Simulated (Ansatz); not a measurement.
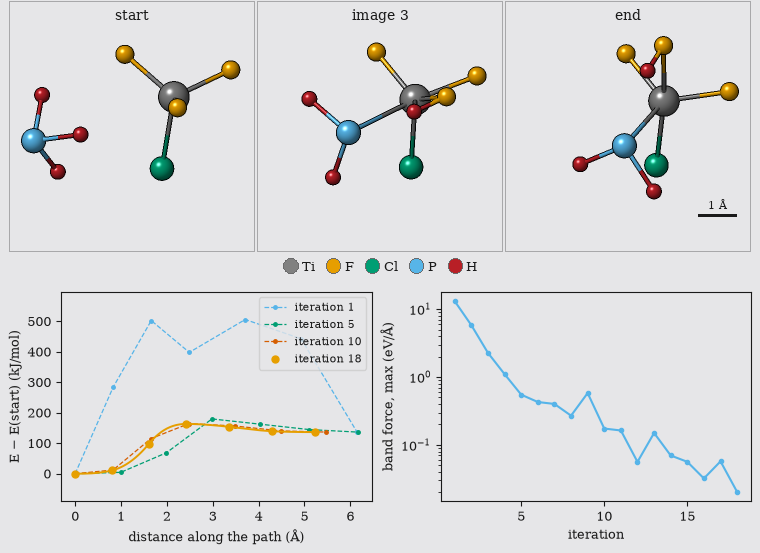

A nudged-elastic-band calculation for TiPH₃ClF₃, made up at the start of TiClF$_{3}$ and PH$_{3}$. Images are numbered from 0 (start) to 6 (end). The plot follows the band through its iterations. Style: ball-and-stick. Shown at a tilt.

Theory: RKS PBE/def2-SVP in Ansatz. Settings: 5 movable images; climbing image; force threshold 0.05 eV/Å; iteration limit 60; starting path through a guess of the saddle point.

Question: Judge this run.

Answer: The result is final at these settings. The band converged in 18 iterations. The largest component of the band force went from 13 to 0.02 eV/Å. The climbing image converged on the top of the path. Its vibrational analysis gives one imaginary mode (68i cm⁻¹), as a transition state must have. The first iteration put the highest image at 505.8 kJ/mol. The highest point, image 3, lies 163.3 kJ/mol above the start and 26.7 kJ/mol above the end; the end is at +136.5 kJ/mol relative to the start.

Limits of the set-up: the start holds two separate molecules, 2.7 Å apart at their closest, whose relative position is a soft coordinate and is computed without a dispersion correction.

The run took 100 s on 4 threads of Intel(R) Xeon(R) Platinum 8488C (Sapphire Rapids) (shared host), peak memory 0.24 GiB.
